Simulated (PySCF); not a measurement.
# H2O (SMILES O) at MP2/6-31G

Aim: the energy change on altering one bond length of H2O at MP2/6-31G, from 2 runs. 

The calculation is run with PySCF 2.14.0.

8 further runs of the same task are left out: 8 set aside as unsound or not needed.

## (1) The molecule

H2O: 3 atoms, total charge 0, spin state singlet. SMILES: `O`. Geometry: relaxed at PBE0-D4/def2-TZVP.

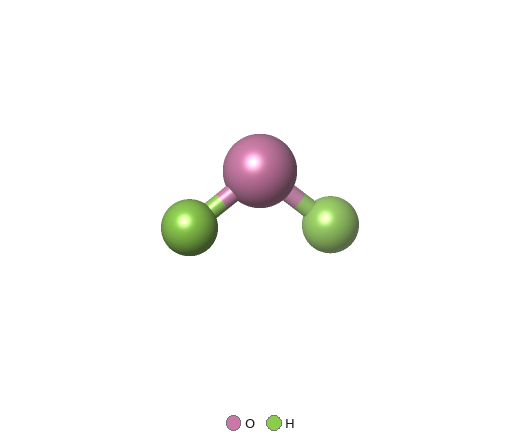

The structure, seen from a chosen angle (oxygen pink, hydrogen green).

## (2) A single-point energy at MP2/6-31G

Contents of run.py:

```python
from pyscf import gto, scf, mp

mol = gto.M(
    atom='''
O       -0.302700       0.200200      -0.140600
H        0.466500       0.548400       0.315300
H       -0.163800      -0.748600      -0.174700
''',
    spin=0,
    charge=0,
    max_memory=1860,
    verbose=4,
    basis='6-31g',
)

mf = scf.RHF(mol)
mf.conv_tol = 1e-10
mf.kernel()
if not mf.converged:
    mf = mf.newton().run(mf.mo_coeff, mf.mo_occ)

pt = mp.MP2(mf, frozen=1).run()
e_final = pt.e_tot
print('E = %.10f Eh' % e_final)
```

Run with:

```
$ OMP_NUM_THREADS=1 python run.py
```

What it wrote:

```text
PySCF version 2.14.0

[INPUT] num. atoms = 3
[INPUT] num. electrons = 10
[INPUT] charge = 0
[INPUT] spin (= nelec alpha-beta = 2S) = 0
[INPUT] symmetry False subgroup None
[INPUT] Mole.unit = angstrom
[INPUT] Symbol           X                Y                Z      unit          X                Y                Z       unit  Magmom
[INPUT]  1 O     -0.302700000000   0.200200000000  -0.140600000000 AA   -0.572020097906   0.378323170138  -0.265695493114 Bohr   0.0
[INPUT]  2 H      0.466500000000   0.548400000000   0.315300000000 AA    0.881557237110   1.036325806711   0.595830647075 Bohr   0.0
[INPUT]  3 H     -0.163800000000  -0.748600000000  -0.174700000000 AA   -0.309537139204  -1.414648976849  -0.330135153962 Bohr   0.0

nuclear repulsion = 9.17130075880099
number of shells = 9
number of NR pGTOs = 30
number of NR cGTOs = 13
basis = 6-31g
ecp = {}

******** <class 'pyscf.scf.hf.RHF'> ********
method = RHF
initial guess = minao
damping factor = 0
level_shift factor = 0
DIIS = <class 'pyscf.scf.diis.CDIIS'>
diis_start_cycle = 1
diis_space = 8
diis_damp = 0
SCF conv_tol = 1e-10
SCF conv_tol_grad = None
SCF max_cycles = 50
direct_scf = True
direct_scf_tol = 1e-13
Set gradient conv threshold to 1e-05
Initial guess from minao.
init E= -75.8301475633844
  HOMO = -0.474142897858086  LUMO = 0.123307290665638  gap/eV = 16.25745
cycle= 1 E= -75.946107338534  delta_E= -0.116  |g|= 0.419  |ddm|= 1.19
  HOMO = -0.413931813404884  LUMO = 0.208997288651024  gap/eV = 16.95076
cycle= 2 E= -75.9749084471216  delta_E= -0.0288  |g|= 0.227  |ddm|= 0.406
  HOMO = -0.50325147122291  LUMO = 0.197673244569015  gap/eV = 19.07313
cycle= 3 E= -75.9839737361106  delta_E= -0.00907  |g|= 0.0219  |ddm|= 0.142
  HOMO = -0.499481051144575  LUMO = 0.203537640661202  gap/eV = 19.13011
cycle= 4 E= -75.9841424957582  delta_E= -0.000169  |g|= 0.00351  |ddm|= 0.0223
  HOMO = -0.500787718224789  LUMO = 0.203402624125354  gap/eV = 19.16200
cycle= 5 E= -75.9841484795566  delta_E= -5.98e-06  |g|= 0.000529  |ddm|= 0.00504
  HOMO = -0.500992149066174  LUMO = 0.203374218160326  gap/eV = 19.16679
cycle= 6 E= -75.9841486342198  delta_E= -1.55e-07  |g|= 5.07e-05  |ddm|= 0.000921
  HOMO = -0.500991464035039  LUMO = 0.203372654997834  gap/eV = 19.16672
cycle= 7 E= -75.9841486356734  delta_E= -1.45e-09  |g|= 1.18e-05  |ddm|= 9.12e-05
  HOMO = -0.500987741619564  LUMO = 0.203372537932601  gap/eV = 19.16662
cycle= 8 E= -75.9841486357825  delta_E= -1.09e-10  |g|= 1.54e-06  |ddm|= 3.02e-05
  HOMO = -0.500987723497956  LUMO = 0.20337223225059  gap/eV = 19.16661
cycle= 9 E= -75.9841486357841  delta_E= -1.59e-12  |g|= 1.72e-07  |ddm|= 4.11e-06
  HOMO = -0.500987723932824  LUMO = 0.203372222893652  gap/eV = 19.16661
Extra cycle  E= -75.9841486357841  delta_E= -1.42e-14  |g|= 5.19e-08  |ddm|= 1.94e-07
converged SCF energy = -75.9841486357841

******** <class 'pyscf.mp.mp2.RMP2'> ********
nocc = 4, nmo = 12
frozen orbitals 1
E(RMP2) = -76.1120865920807  E_corr = -0.12793795629658
E(SCS-RMP2) = -76.1117742011048  E_corr = -0.127625565320725
E_corr(same-spin) = -0.0298845948867352
E_corr(oppo-spin) = -0.0980533614098444
E = -76.1120865921 Eh
```

Run time: 0.63 s. Hardware: 1 thread of Intel Xeon Platinum 8375C at 2.90GHz (Ice Lake), shared host; peak memory 0.12 GiB.

## (3) The distorted shape

Contents of geometry.xyz:

```xyz
3

O     -0.469374     1.338718    -0.099682
H      0.299826     1.686918     0.356218
H     -0.163800    -0.748600    -0.174700
```

Contents of input.py:

```python
from pyscf import gto, mp

molecule = gto.Mole()
molecule.atom = 'geometry.xyz'
molecule.max_memory = 1860
molecule.basis = '6-31g'
molecule.verbose = 3
molecule.spin = 0
molecule.build()

mf = molecule.RHF()
mf.conv_tol = 1e-10
mf.kernel()
if not mf.converged:
    mf = mf.newton().run(mf.mo_coeff, mf.mo_occ)

pt = mp.MP2(mf, frozen=1).run()
etot = pt.e_tot
print(f'total energy: {etot:.8f} hartree')
```

Run with:

```
$ OMP_NUM_THREADS=1 python input.py
```

What it wrote:

```text
converged SCF energy = -75.7466586944224
E(RMP2) = -75.9350621730102  E_corr = -0.188403478587832
E(SCS-RMP2) = -75.9408470354201  E_corr = -0.194188340997715
total energy: -75.93506217 hartree
```

Wall time 0.63 s (1 thread of Intel Xeon Platinum 8375C at 2.90GHz (Ice Lake), shared host); peak memory 0.12 GiB.

## (4) What came out

At MP2/6-31G, 1 core orbital frozen:

```
                                                         quantity         value
                                        first shape: total energy  -76.11209 Eh
                first shape: dipole moment (Hartree–Fock density)        2.62 D
                 first shape: HOMO energy (Hartree–Fock orbitals)     -13.63 eV
                 first shape: LUMO energy (Hartree–Fock orbitals)       5.53 eV
               first shape: HOMO–LUMO gap (Hartree–Fock orbitals)      19.17 eV
          first shape: correlation energy (1 core orbital frozen)    -127.9 mEh
                                    distorted shape: total energy  -75.93506 Eh
            distorted shape: dipole moment (Hartree–Fock density)        2.44 D
             distorted shape: HOMO energy (Hartree–Fock orbitals)     -10.99 eV
             distorted shape: LUMO energy (Hartree–Fock orbitals)      -1.06 eV
           distorted shape: HOMO–LUMO gap (Hartree–Fock orbitals)       9.93 eV
      distorted shape: correlation energy (1 core orbital frozen)    -188.4 mEh
energy change with the O1–H3 bond stretched from 0.960 to 2.111 Å      4.817 eV
```

**Reading.** One bond (distorted shape) is far stretched, which a spin-restricted single reference describes badly; perturbation theory on it can break down and give far too much correlation. With the O1–H3 bond stretched from 0.960 to 2.111 Å the energy rises by 4.82 eV (465 kJ/mol). The first shape isn't relaxed at this level, so the change isn't measured from a minimum. A restricted reference can't describe the breaking bond well at this length.
